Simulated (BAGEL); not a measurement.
**BH3S2 (SMILES SBS) at PBE0/aug-cc-pVDZ (density fitting with qzvpp-jkfit)**

Aim: the energy change on altering one bond length of BH3S2 at PBE0/aug-cc-pVDZ (density fitting with qzvpp-jkfit), from 2 runs. 

The results are computed with BAGEL 1.2.2.

1 further run of the same task is left out (set aside as unsound or not needed). Runs told in other sessions of the task aren't counted.

## (1) The system as given

BH3S2 has 6 atoms, charge 0, and is taken as a singlet. As SMILES, `SBS`. The shape is that of a PBE0-D4/def2-TZVP optimisation. This is one conformer, not always the lowest.

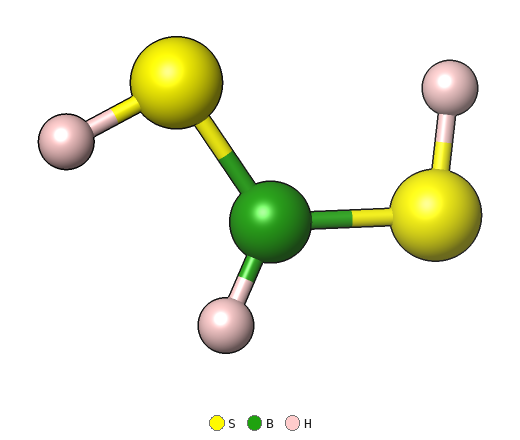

The structure, seen from a chosen angle (sulfur yellow, boron green, hydrogen pink).

## (2) The energy at PBE0/aug-cc-pVDZ (density fitting with qzvpp-jkfit)

The input, dft.json:

```json
{ "bagel": [

{
  "title": "molecule",
  "basis": "aug-cc-pvdz.json",
  "df_basis": "qzvpp-jkfit",
  "angstrom": "true",
  "geometry": [
    { "atom": "S", "xyz": [   -0.819900,   -0.605200,   -1.516500 ] },
    { "atom": "B", "xyz": [    0.091400,   -0.453600,    0.008900 ] },
    { "atom": "S", "xyz": [    0.333100,    1.114800,    0.829800 ] },
    { "atom": "H", "xyz": [   -1.145600,    0.688100,   -1.694600 ] },
    { "atom": "H", "xyz": [    0.535500,   -1.462200,    0.457500 ] },
    { "atom": "H", "xyz": [    1.047600,    0.654100,    1.868800 ] }
  ]
},
{
  "title": "ks",
  "xc_func": "pbe0"
},
{
  "title": "print",
  "file": "orbitals.molden",
  "orbitals": "true"
}

]}
```

The basis set aug-cc-pVDZ is read from a file made from the Basis Set Exchange's data (not shown).

The run is started by

```console
$ BAGEL_NUM_THREADS=1 BAGEL dft.json > dft.out
```

The log of the run:

```text
* using 1 threads per process

  ===============================================================
  ===============================================================

  *** Geometry ***

  { "atom" : "S", "xyz" : [     -1.549386,     -1.143662,     -2.865770 ] },
  { "atom" : "B", "xyz" : [      0.172721,     -0.857180,      0.016819 ] },
  { "atom" : "S", "xyz" : [      0.629468,      2.106667,      1.568095 ] },
  { "atom" : "H", "xyz" : [     -2.164870,      1.300321,     -3.202330 ] },
  { "atom" : "H", "xyz" : [      1.011948,     -2.763158,      0.864550 ] },
  { "atom" : "H", "xyz" : [      1.979677,      1.236070,      3.531520 ] },

  Number of auxiliary basis functions:      385

  Since a DF basis is specified, we compute 2- and 3-index integrals:
    o Being stored without compression. Storage requirement is 0.033 GB

  Number of basis functions:      104
  Number of electrons      :       40

    * METHOD: MOLECULE                             0.13

  *** Kohn-Sham DFT ***

    * Removing 9870 points whose weight is below 1.00e-10
    * Grid points: 79566

  === Nuclear Repulsion ===
   119.7687152675

       - DIIS with orbital gradients will be used.

  === KS iteration (pbe0 / aug-cc-pvdz.json) ===
      0       -808.02299176          0.05184708           0.26
      1       -803.23099492          0.14835133           0.23
      2       -815.11260451          0.06616765           0.25
      3       -820.44113228          0.06475491           0.25
      4       -822.40572671          0.02842853           0.25
      5       -822.53810769          0.02140532           0.25
      6       -822.75000427          0.00865265           0.25
      7       -822.77926998          0.00285056           0.25
      8       -822.78509013          0.00076737           0.24
      9       -822.78543991          0.00022442           0.23
     10       -822.78546591          0.00004570           0.23
     11       -822.78546723          0.00001037           0.24
     12       -822.78546728          0.00000205           0.24
     13       -822.78546728          0.00000083           0.24
     14       -822.78546728          0.00000019           0.23
     15       -822.78546728          0.00000008           0.23
     16       -822.78546728          0.00000003           0.23
     17       -822.78546728          0.00000001           0.25
     18       -822.78546728          0.00000000           0.25
    * SCF iteration converged.

    * Permanent dipole moment:
           (   -0.127475,    -0.138259,    -0.245480) a.u.

    * METHOD: KS                                   5.07

    * METHOD: PRINT                                0.02

  ===============================================================
```

Run time: 5.7 s. Hardware: 1 thread of AMD EPYC 9R45 (Zen 5), shared host; peak memory 0.39 GiB.

## (3) The distorted shape at the same level

The input, input.json:

```json
{ "bagel" : [

{
  "title" : "molecule",
  "basis" : "aug-cc-pvdz.json",
  "df_basis" : "qzvpp-jkfit",
  "angstrom" : "true",
  "geometry" : [
    { "atom" : "S", "xyz" : [      -1.677313,      -0.052351,      -2.763319 ] },
    { "atom" : "B", "xyz" : [      -0.766013,       0.099249,      -1.237919 ] },
    { "atom" : "S", "xyz" : [      -0.524313,       1.667649,      -0.417019 ] },
    { "atom" : "H", "xyz" : [      -2.003013,       1.240949,      -2.941419 ] },
    { "atom" : "H", "xyz" : [      -0.321913,      -0.909351,      -0.789319 ] },
    { "atom" : "H", "xyz" : [       1.047600,       0.654100,       1.868800 ] }
  ]
},

{
  "title" : "ks",
  "xc_func" : "pbe0"
},

{
  "title" : "print",
  "file" : "orbitals.molden",
  "orbitals" : "true"
}

]}
```

The basis set aug-cc-pVDZ is read from a file made from the Basis Set Exchange's data (not shown).

The run is started by

```console
$ BAGEL_NUM_THREADS=1 BAGEL input.json > input.out
```

The log of the run:

```text
* using 1 threads per process

  ===============================================================
  ===============================================================

  *** Geometry ***

  { "atom" : "S", "xyz" : [     -3.169662,     -0.098929,     -5.221916 ] },
  { "atom" : "B", "xyz" : [     -1.447555,      0.187553,     -2.339328 ] },
  { "atom" : "S", "xyz" : [     -0.990808,      3.151400,     -0.788052 ] },
  { "atom" : "H", "xyz" : [     -3.785146,      2.345054,     -5.558476 ] },
  { "atom" : "H", "xyz" : [     -0.608327,     -1.718424,     -1.491597 ] },
  { "atom" : "H", "xyz" : [      1.979677,      1.236070,      3.531520 ] },

  Number of auxiliary basis functions:      385

  Since a DF basis is specified, we compute 2- and 3-index integrals:
    o Being stored without compression. Storage requirement is 0.033 GB

  Number of basis functions:      104
  Number of electrons      :       40

    * METHOD: MOLECULE                             0.13

  *** Kohn-Sham DFT ***

    * Removing 8973 points whose weight is below 1.00e-10
    * Grid points: 80463

  === Nuclear Repulsion ===
   115.3360844542

       - DIIS with orbital gradients will be used.

  === KS iteration (pbe0 / aug-cc-pvdz.json) ===
      0       -808.09819114          0.04974542           0.25
      1       -796.85110098          0.14300560           0.24
      2       -813.59262965          0.06985107           0.24
      3       -816.41931703          0.08471743           0.24
      4       -821.60630282          0.04274747           0.24
      5       -821.22042513          0.03726387           0.23
      6       -822.37072657          0.01833741           0.23
      7       -822.44024068          0.01454074           0.23
      8       -822.47223900          0.01128257           0.23
      9       -822.57732677          0.00618970           0.23
     10       -822.60670140          0.00251926           0.24
     11       -822.60501067          0.00262852           0.24
     12       -822.61040636          0.00107771           0.24
     13       -822.61070735          0.00076371           0.25
     14       -822.61117594          0.00011286           0.23
     15       -822.61118685          0.00001739           0.23
     16       -822.61118709          0.00000438           0.23
     17       -822.61118710          0.00000218           0.24
     18       -822.61118711          0.00000056           0.23
     19       -822.61118711          0.00000028           0.24
     20       -822.61118711          0.00000031           0.24
     21       -822.61118711          0.00000007           0.24
     22       -822.61118711          0.00000002           0.24
     23       -822.61118711          0.00000001           0.24
    * SCF iteration converged.

    * Permanent dipole moment:
           (    0.019858,    -0.016674,     0.027656) a.u.

    * METHOD: KS                                   6.15

    * METHOD: PRINT                                0.02

  ===============================================================
```

It took 6.6 s on 1 thread of AMD EPYC 9R45 (Zen 5), shared host; peak memory 0.39 GiB.

## (4) Outcome

At PBE0/aug-cc-pVDZ (density fitting with qzvpp-jkfit):

| quantity | value |
| --- | --- |
| first shape: total energy | -822.78547 Eh |
| first shape: dipole moment | 0.79 D |
| first shape: HOMO energy | -7.60 eV |
| first shape: LUMO energy | -0.97 eV |
| first shape: HOMO–LUMO gap | 6.63 eV |
| distorted shape: total energy | -822.61119 Eh |
| distorted shape: dipole moment | 0.10 D |
| distorted shape: HOMO energy | -7.66 eV |
| distorted shape: LUMO energy | -5.44 eV |
| distorted shape: HOMO–LUMO gap | 2.22 eV |
| energy change with the S3–H6 bond stretched from 1.342 to 2.953 Å | 4.742 eV |

What this shows: One bond (distorted shape) is far stretched, which a spin-restricted single reference describes badly; a broken-symmetry solution may lie lower. With the S3–H6 bond stretched from 1.342 to 2.953 Å the energy rises by 4.74 eV (458 kJ/mol). The first shape isn't relaxed at this level, so the change isn't measured from a minimum. A restricted reference can't describe the breaking bond well at this length.
